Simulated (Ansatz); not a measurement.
# Two runs on C$_{3}$H$_{11}$GeN

System: C$_{3}$H$_{11}$GeN.
Method of run 1: RKS PBE0-D4/def2-TZVPP (Ansatz 0.2.0).

The geometry comes from this level: PBE0-D4/def2-TZVP. Text and figures count atoms from 1; the logs count them from 0 in places.

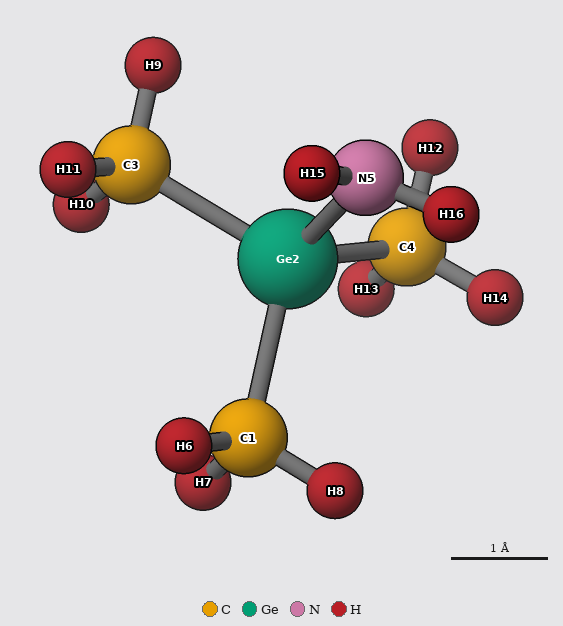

Fig. 1: The structure (ball-and-stick view, seen at a tilt; atoms are numbered from 1 in the order of the input). Sticks mark near contacts.

## The input, run 1
```yaml
crystal:
  periodic: [false, false, false]
  atoms:
    - {symbol: C, position_ang: [-0.980504, 0.455402, -1.549599]}
    - {symbol: Ge, position_ang: [-0.045835, 0.027138, 0.121581]}
    - {symbol: C, position_ang: [1.671576, 0.950377, 0.178931]}
    - {symbol: C, position_ang: [0.158753, -1.905135, 0.293782]}
    - {symbol: N, position_ang: [-0.970260, 0.577121, 1.629610]}
    - {symbol: H, position_ang: [-1.126297, 1.533584, -1.641967]}
    - {symbol: H, position_ang: [-0.406460, 0.111896, -2.413256]}
    - {symbol: H, position_ang: [-1.959885, -0.026673, -1.575383]}
    - {symbol: H, position_ang: [2.191532, 0.716738, 1.109092]}
    - {symbol: H, position_ang: [2.300770, 0.648167, -0.660431]}
    - {symbol: H, position_ang: [1.529501, 2.031731, 0.124764]}
    - {symbol: H, position_ang: [0.667918, -2.146006, 1.228068]}
    - {symbol: H, position_ang: [0.741505, -2.307158, -0.537191]}
    - {symbol: H, position_ang: [-0.815981, -2.397400, 0.294416]}
    - {symbol: H, position_ang: [-1.109883, 1.576805, 1.690172]}
    - {symbol: H, position_ang: [-1.869349, 0.130713, 1.751608]}
basis:
  gaussian: {orbitals: def2-TZVPP}
hamiltonian: {xc: pbe0, dispersion: d4}
output: {orbitals: {seedname: orbitals}}
```

Launched with:
```bash
ansatz run in.yaml --threads 4 --pin off --events-out ev --progress --plain --max-ram 11315MiB
```

Hardware: 4 threads of Arm Neoverse V1, 23 GiB of memory available, shared host.

## Output (run 1)
```
Functional definition: PBE0
  parameter a = 0.25
  parameter kappa = 0.804
  parameter beta = 0.06672455060314922
  exchange = (1 - a)*pbe_x(kappa = kappa, mu = beta*pi^2/3) + a*exact_x
  correlation = pbe_c(beta = beta)
1745 factors; their error is unknown
mean field evaluation 1: about -61270.8158 eV, gradient 9.4e1 eV
mean field evaluation 2: about -61262.5934 eV, gradient 1.1e2 eV
mean field evaluation 4: about -61288.6726 eV, gradient 5.2e0 eV
mean field evaluation 8: about -61288.7266 eV, gradient 5.9e-2 eV
mean field evaluation 16: about -61288.9847 eV, gradient 3.5e-5 eV
mean field -61288.98472580 eV, -2252.3286455073 hartree, gradient 3.5e-5 eV, S^2 0.000000; 0 other end points of the search recorded, 0 dependent functions left out
reference -61288.98476240 eV, -2252.3286468521 hartree; 34, 34 occupied and 292, 292 virtual orbitals, 1745 factors
Total energy: -61289.26458909 eV, -2252.3389302933 hartree
```

The input of run 2 differs as follows (lines with − go, lines with + come):
```diff
-  gaussian: {orbitals: def2-TZVPP}
+  gaussian: {orbitals: def2-SVP}
```

Predict how the results change.

The total energy of run 2 is 292.4 kcal/mol higher, which measures the change of basis and not a stability. The HOMO goes from −6.83 to −6.60 eV. The LUMO goes from 0.73 to 1.39 eV. The basis functions go from 326 to 143. On the same kind of shared host run 2 took about 0.36 times as long.

## Output (run 2)
```
Functional definition: PBE0
  parameter a = 0.25
  parameter kappa = 0.804
  parameter beta = 0.06672455060314922
  exchange = (1 - a)*pbe_x(kappa = kappa, mu = beta*pi^2/3) + a*exact_x
  correlation = pbe_c(beta = beta)
1674 factors; their error is unknown
mean field evaluation 1: about -61261.8917 eV, gradient 8.1e1 eV
mean field evaluation 2: about -61256.8943 eV, gradient 9.1e1 eV
mean field evaluation 4: about -61276.1621 eV, gradient 2.9e0 eV
mean field evaluation 8: about -61276.3059 eV, gradient 4.1e-2 eV
mean field -61276.30593257 eV, -2251.8627084499 hartree, gradient 7.2e-5 eV, S^2 0.000000; 0 other end points of the search recorded, 0 dependent functions left out
reference -61276.30596445 eV, -2251.8627096215 hartree; 34, 34 occupied and 109, 109 virtual orbitals, 1674 factors
Total energy: -61276.58579114 eV, -2251.8729930627 hartree
```

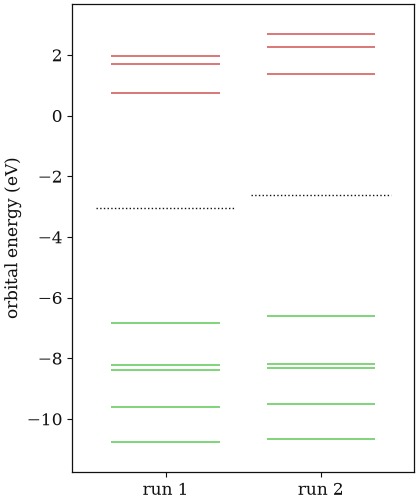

Fig. 2: The five highest filled and three lowest empty orbital energies of the two runs; the dotted lines part filled from empty levels. The HOMO–LUMO gap is 7.56 eV in run 1 and 7.99 eV in run 2.

## The two runs side by side

```csv
quantity,run 1,run 2
outcome,converged,converged
total energy (hartree),−2252.338930,−2251.872993
HOMO (eV),−6.83,−6.60
LUMO (eV),0.73,1.39
basis functions,326,143
wall time (shared host),7 s,2.5 s
```
